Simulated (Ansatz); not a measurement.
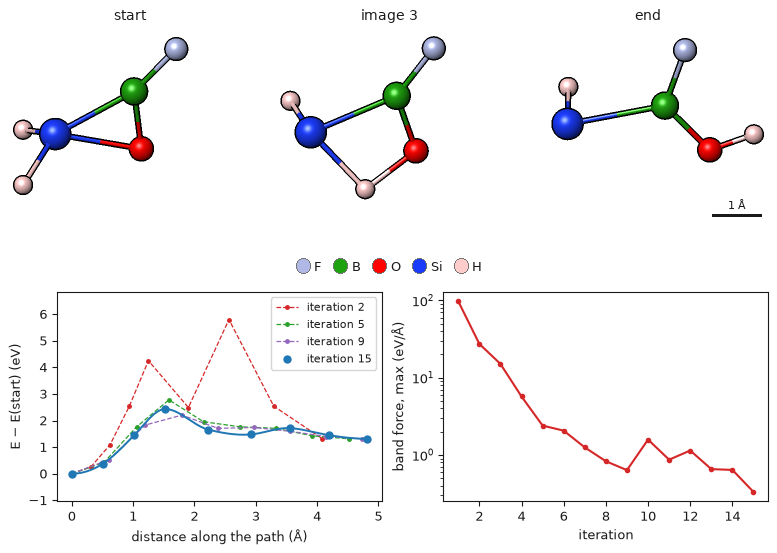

NEB run on BSiH2OF. Images are numbered from 0 (start) to 8 (end). The plot follows the band through its iterations. Style: ball-and-stick. Shown from a free direction.

Theory: Ansatz, RKS PBE-D4/6-31G*. Settings: 7 movable images; climbing image; force threshold 0.5 eV/Å; iteration limit 60; starting path through a guess of the saddle point.

Question: Judge this run.

Answer: The run is converged, with reservations. The band converged in 15 iterations. The largest component of the band force went from 98 to 0.33 eV/Å. The climbing image converged on the top of the path. Its curvatures weren't checked. The force threshold is loose. The first iteration put the highest image at 15.18 eV. The energy climbs by 2.43 eV to image 3 and then falls by 1.12 eV, so the end point sits at +1.31 eV. The profile has 2 maxima (images 3, 6) with a dip at image 5 (+1.48 eV), so the process runs in steps.
